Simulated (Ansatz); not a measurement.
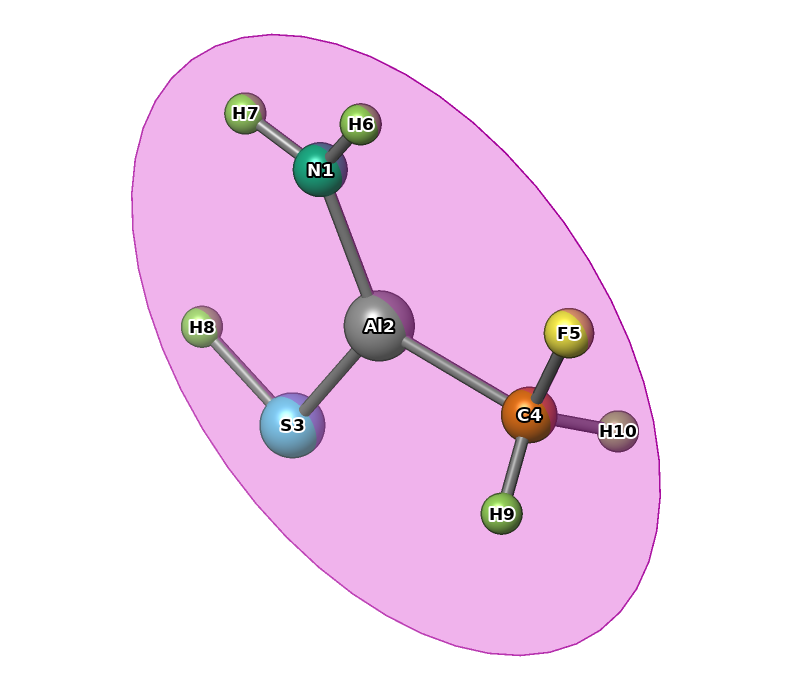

A disc through the centre of mass is drawn in. Distant atoms are faded towards the background colour. The computed structure is the end point of a PBE0-D4/def2-TZVP optimisation. No frequency run is at hand to confirm it as a minimum.

Q: Is the plane of the disc a mirror plane of the structure?

A: Yes. The reflection leaves N1, Al2, S3, C4, F5, H6, H7, H8 in place and moves H9 ↔ H10. The point group is Cs.
